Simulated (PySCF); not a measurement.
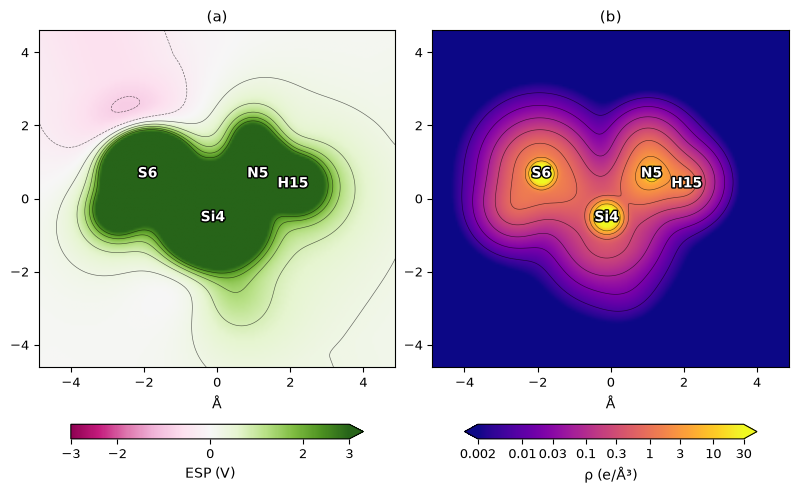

*CH10N2SSi2. (a) molecular electrostatic potential; (b) electron density on the plane of atoms Si4, N5 and H15.*

Geometry: GFN2-xTB.

Computed with PySCF 2.14.0, PBE0/pcSseg-1, SCF density, gas phase, non-relativistic.

The calculation's input:

```
{"job": {"kind": "nmr", "xc": "PBE0", "basis": "pcSseg-1"}, "charge": 0, "multiplicity": 1}
C      2.170515     0.430391     0.822498
Si     1.332408    -0.710752    -0.435718
N     -0.182633    -0.013719    -0.946195
Si    -1.618294     0.298748    -0.041874
N     -2.229000    -1.124295     0.691603
S     -1.220798     1.550691     1.660595
H      3.124429     0.019282     1.139649
H      1.558373     0.562575     1.709939
H      2.360546     1.415341     0.403240
H      2.109271    -0.799076    -1.678641
H      1.125816    -2.043423     0.144730
H     -0.330727    -0.023543    -1.940284
H     -2.504293     1.037732    -0.941891
H     -2.805722    -1.055899     1.513181
H     -2.500790    -1.906809     0.121834
H     -0.396698     2.371699     1.033405
```

Command:

```sh
OMP_NUM_THREADS=1 python probes_run.py task.json out
```

Interpret the plot.

The plane passes through Si, N, S and H nuclei. Si–N (1.71 Å): ρ is about 1.1 e/Å³ halfway. Si–S (2.15 Å): ρ is about 0.84 e/Å³ halfway. N–H (1.01 Å): the density is about 2.8 e/Å³ at the midpoint. Outside the dense part of the molecule the potential is most negative (−0.9 V) near S6.
